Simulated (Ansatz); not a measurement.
## Electronic structure of Al2B (charge +1) in real space

```yaml
atoms:
  - { symbol: B, position_ang: [-0.0460, 0.4291, -0.9686] }
  - { symbol: Al, position_ang: [-0.4528, 0.8487, 0.9779] }
  - { symbol: Al, position_ang: [0.4989, -1.2778, -0.0093] }
```

Geometry: r2SCAN-D4/def2-TZVP.

The calculation used RKS PBE0-D4/def2-TZVP in Ansatz.

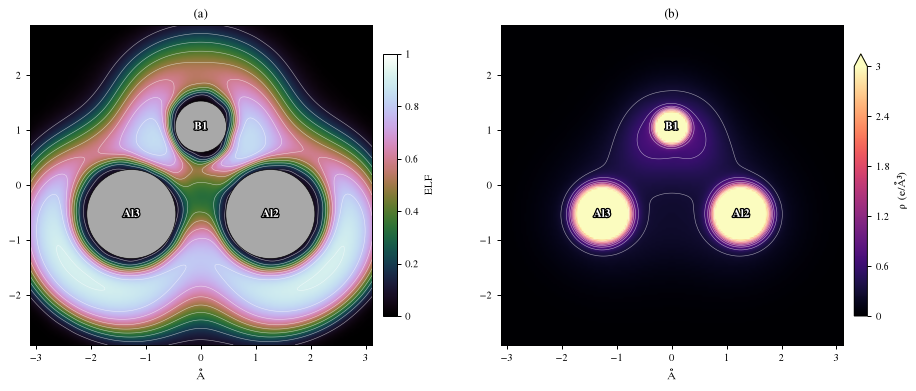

Figure 1. (a) ELF; (b) electron density on the molecular plane. Grey discs cover the atomic cores in the ELF map.

Read the bonding off the picture.

Answer.
- The section cuts through B and Al sites.
- Al–B (2.03 Å): ρ at the midpoint is about 0.45 e/Å³; the ELF peaks at about 0.75 in the valence shell of B, 0.9 Å from its nucleus, and is about 0.55 at the midpoint.
- Al–Al (2.53 Å): ρ at the midpoint is about 0.26 e/Å³; the ELF is about 0.40 at the midpoint.

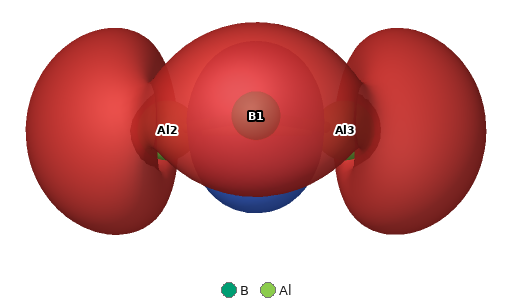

Figure 2. The LUMO at ±0.08 Å⁻³ᐟ² (blue and red are the two phases), seen from one side.

Where does this orbital lie, and at what energy?

Answer. It lies mainly on B1 (about 35 %), Al2 (about 35 %) and Al3 (about 35 %); it is symmetric in the molecular plane (an in-plane orbital: σ, lone-pair or in-plane π type). Its energy is −9.14 eV.

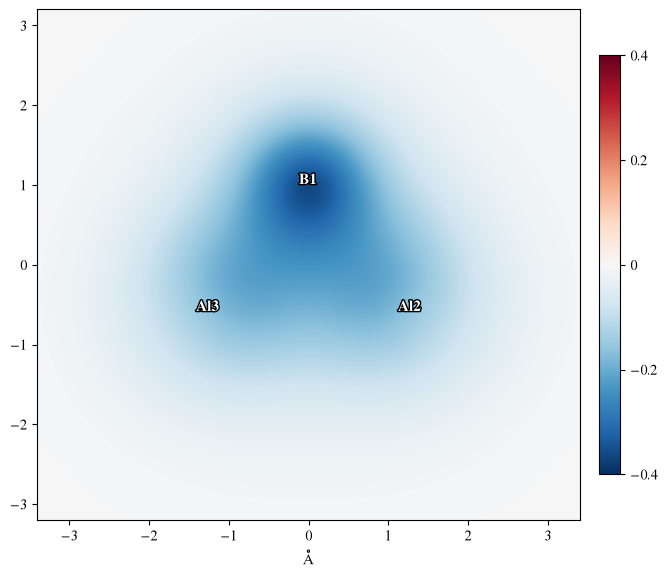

Figure 3. The HOMO on a plane 0.8 Å above the molecular plane (values in Å⁻³ᐟ²; the overall sign is arbitrary).

Describe this orbital and give its energy.

Answer. By Hirshfeld shares it lies mainly on B1 (about 45 %), Al2 (about 30 %) and Al3 (about 30 %); it changes sign across the molecular plane (π type); π-bonding across B1–Al2, B1–Al3 and Al2–Al3. Its energy is −10.98 eV.
